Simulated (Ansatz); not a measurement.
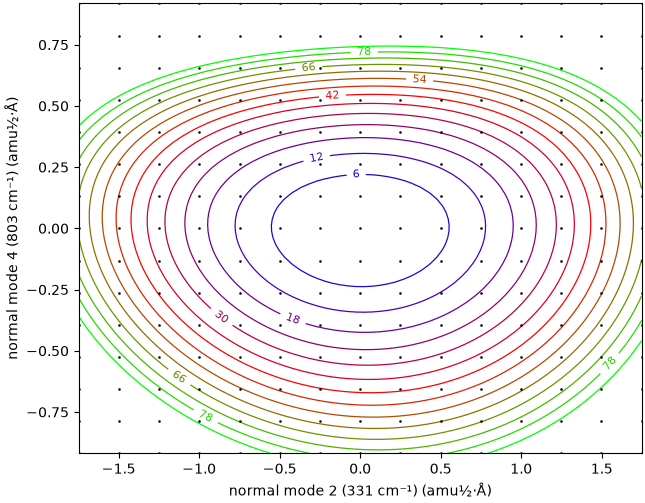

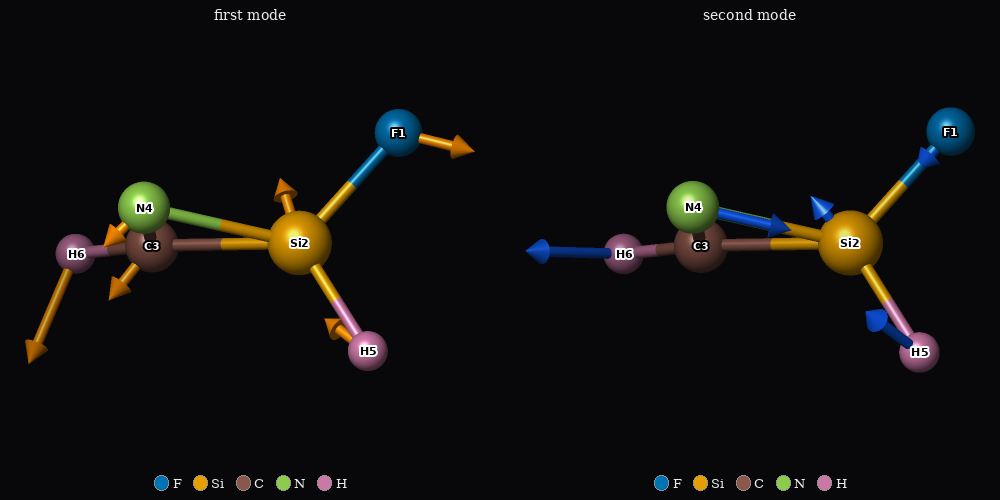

Energy landscape of CH2FNSi, SMILES F[SiH]1C=N1. The first coordinate is: normal mode 2 (331 cm⁻¹); the second: normal mode 4 (803 cm⁻¹). Nothing is relaxed (straight displacements along the two mass-weighted modes). The grid has 15 × 15 points. All energies are given in kJ/mol relative to the lowest grid point. All numbers below come from RHF/def2-TZVP (Ansatz).

Drawn: contour lines labelled in kJ/mol (none above 84), dots at the grid points. Between grid points the surface is interpolated. The second picture is the structure at the lowest point

Where are the wells?

Answer. The lowest grid point is at normal mode 2 (331 cm⁻¹) = 0.00 amu½·Å, normal mode 4 (803 cm⁻¹) = 0.000 amu½·Å. No other kind of well shows on this grid. The highest grid point, normal mode 2 (331 cm⁻¹) = −1.75 amu½·Å, normal mode 4 (803 cm⁻¹) = 0.919 amu½·Å, lies 196 kJ/mol above the lowest.

Grid values (kJ/mol):

| normal mode 4 (803 cm⁻¹) ↓, normal mode 2 (331 cm⁻¹) → | −1.75 | −1.50 | −1.25 | −1.00 | −0.75 | −0.50 | −0.25 | 0.00 | 0.25 | 0.50 | 0.75 | 1.00 | 1.25 | 1.50 | 1.75 |
| --- | --- | --- | --- | --- | --- | --- | --- | --- | --- | --- | --- | --- | --- | --- | --- |
| 0.919 | 196 | 181 | 170 | 160 | 152 | 146 | 142 | 139 | 137 | 137 | 139 | 144 | 151 | 161 | 175 |
| 0.787 | 154 | 139 | 126 | 116 | 109 | 103 | 99 | 96 | 96 | 97 | 100 | 106 | 115 | 126 | 141 |
| 0.656 | 122 | 106 | 93 | 83 | 75 | 69 | 65 | 63 | 63 | 65 | 70 | 76 | 86 | 99 | 114 |
| 0.525 | 98 | 81 | 68 | 58 | 49 | 44 | 40 | 38 | 39 | 41 | 46 | 54 | 64 | 78 | 94 |
| 0.394 | 81 | 64 | 50 | 40 | 31 | 25 | 22 | 21 | 21 | 24 | 30 | 38 | 49 | 63 | 80 |
| 0.263 | 71 | 53 | 39 | 28 | 19 | 13 | 10 | 9 | 10 | 13 | 19 | 27 | 39 | 53 | 70 |
| 0.131 | 66 | 48 | 33 | 22 | 13 | 7 | 3 | 2 | 3 | 7 | 13 | 22 | 33 | 47 | 65 |
| 0.000 | 65 | 47 | 32 | 20 | 11 | 5 | 1 | 0 | 1 | 5 | 11 | 20 | 32 | 46 | 64 |
| −0.131 | 69 | 50 | 35 | 23 | 13 | 7 | 3 | 2 | 3 | 7 | 13 | 22 | 34 | 48 | 66 |
| −0.263 | 76 | 57 | 41 | 29 | 19 | 13 | 9 | 7 | 8 | 12 | 18 | 27 | 39 | 54 | 71 |
| −0.394 | 87 | 67 | 51 | 38 | 28 | 21 | 17 | 16 | 17 | 20 | 27 | 35 | 47 | 62 | 79 |
| −0.525 | 100 | 80 | 64 | 50 | 40 | 33 | 29 | 27 | 28 | 31 | 37 | 46 | 58 | 72 | 89 |
| −0.656 | 117 | 96 | 79 | 65 | 55 | 47 | 42 | 40 | 41 | 44 | 50 | 59 | 70 | 85 | 102 |
| −0.787 | 135 | 114 | 97 | 83 | 72 | 64 | 59 | 56 | 57 | 60 | 66 | 74 | 85 | 99 | 116 |
| −0.919 | 156 | 134 | 117 | 102 | 91 | 82 | 77 | 74 | 74 | 77 | 83 | 91 | 102 | 116 | 133 |

The input of one point:

```yaml
crystal:
  periodic: [false, false, false]
  atoms:
    - { symbol: F, position_ang: [1.821298, -0.284468, -0.786372] }
    - { symbol: Si, position_ang: [0.27338, -0.188243, -0.593378] }
    - { symbol: C, position_ang: [-0.465107, 0.477978, 0.836562] }
    - { symbol: "N", position_ang: [-0.454833, -0.80065, 0.840928] }
    - { symbol: H, position_ang: [-0.33409, -0.335401, -1.906042] }
    - { symbol: H, position_ang: [-0.84064, 1.130784, 1.608302] }
basis:
  gaussian: { orbitals: def2-TZVP }
hamiltonian:
  xc: hf
output:
  forces: true
```

Each point was launched as `ansatz run input.yaml --threads 1 --pin off --max-ram 2560MiB --backend cpu --events-out ev --progress --plain --runs-dir out`. The whole map (225 points run) took 9.7 min on 1 thread of Arm Neoverse V2, with other jobs on the host.
